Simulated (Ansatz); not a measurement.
Consider F4H4O2W.

```yaml
atoms:
  - { symbol: W, position_ang: [0.1274, 0.1895, -0.1721] }
  - { symbol: O, position_ang: [0.3126, -0.3353, 2.0520] }
  - { symbol: H, position_ang: [-0.2908, 0.2765, 2.5283] }
  - { symbol: F, position_ang: [1.9458, 0.1844, 0.3274] }
  - { symbol: F, position_ang: [-0.6931, 1.4823, -1.2337] }
  - { symbol: F, position_ang: [-1.5921, 0.2739, 0.6051] }
  - { symbol: O, position_ang: [-0.1212, -1.6645, -0.0125] }
  - { symbol: H, position_ang: [-0.3184, -2.0160, 0.8839] }
  - { symbol: F, position_ang: [0.9008, -0.1430, -1.8326] }
  - { symbol: H, position_ang: [0.3026, 1.5859, 0.8190] }
  - { symbol: H, position_ang: [1.2371, -0.0462, 2.2366] }
```

Core potentials replace the inner electrons of W.

Level of theory: RKS LDA/def2-SVP (Ansatz).

**Predict the electron density and electron localisation function between the atoms.**

W–F (1.86 Å): ρ at the midpoint is about 1.1 e/Å³; the ELF peaks at about 0.85 in the valence shell of F, 0.5 Å from its nucleus, and drops to about 0.25 between the two atoms.

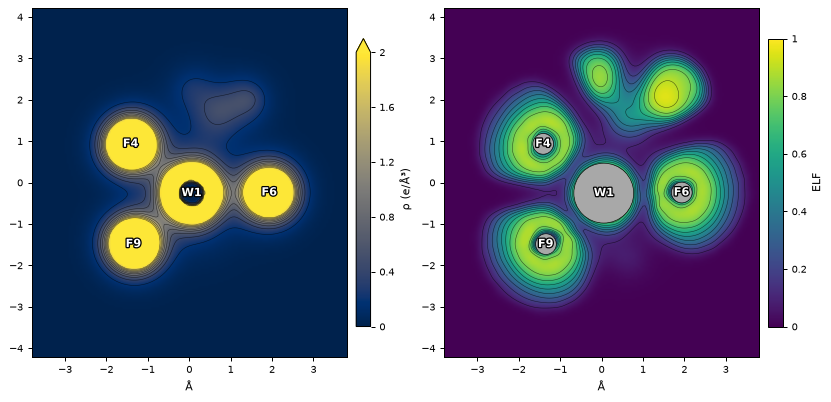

Computed electron density and electron localisation function on the plane of atoms F4, W1 and F9, in this order. Grey discs cover the atomic cores in the ELF map. 
